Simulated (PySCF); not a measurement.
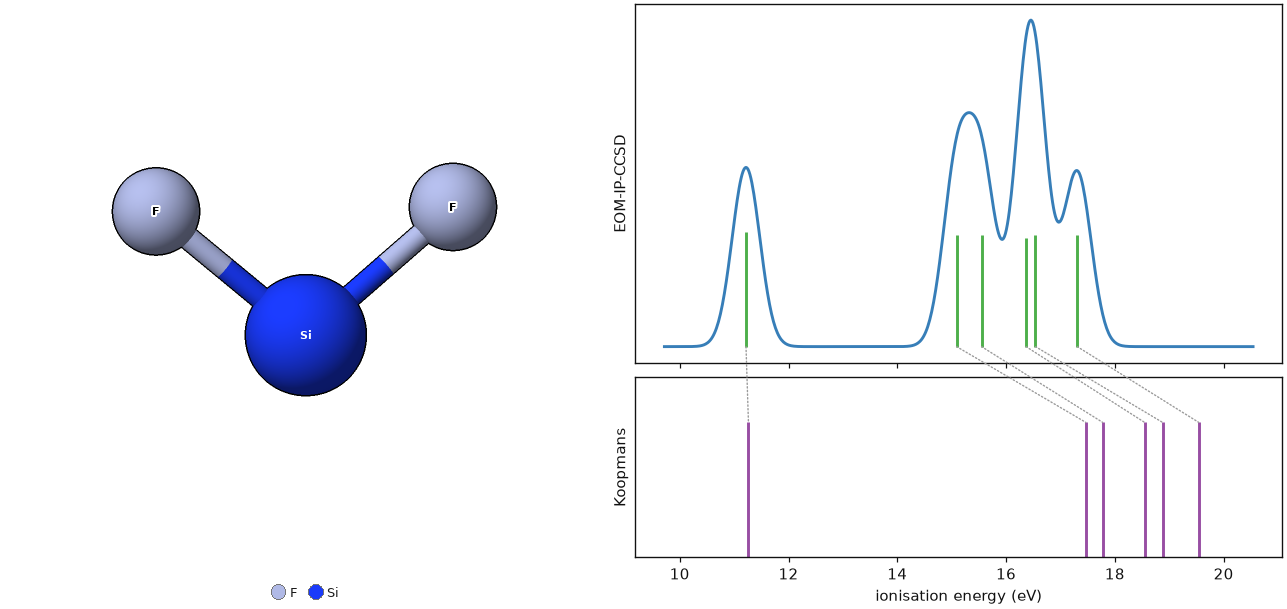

Valence photoelectron lines of SiF₂ (silicon difluoride), SMILES F[Si]F: vertical EOM-IP-CCSD/aug-cc-pVDZ (frozen core, PySCF, at a PBE0-D3(BJ)/def2-SVP geometry (no frequency check); 6 lines, one for each of the 6 highest orbitals, so a line of a deeper orbital can be missing among them) above, Hartree-Fock orbital energies with the sign turned below, non-relativistic; dotted lines join each line to its leading orbital. Stick heights are one-hole weights (summed over degenerate lines), not cross-sections; Gaussian width 0.60 eV.

### Do correlation and relaxation change the order of the lines?

Not among these holes, which come in the order of the orbitals, HOMO, HOMO−1, HOMO−2, HOMO−3, HOMO−4, HOMO−5.

### List the lines.

```csv
hole,EOM-IP-CCSD (eV),Koopmans (eV),one-hole weight
HOMO,11.22,11.26,0.96
HOMO-1,15.09,17.47,0.94
HOMO-2,15.55,17.78,0.94
HOMO-3,16.37,18.55,0.92
HOMO-4,16.54,18.88,0.94
HOMO-5,17.31,19.54,0.94
```

Caveats: small basis, so the lines can lie some tenths of an eV too low.
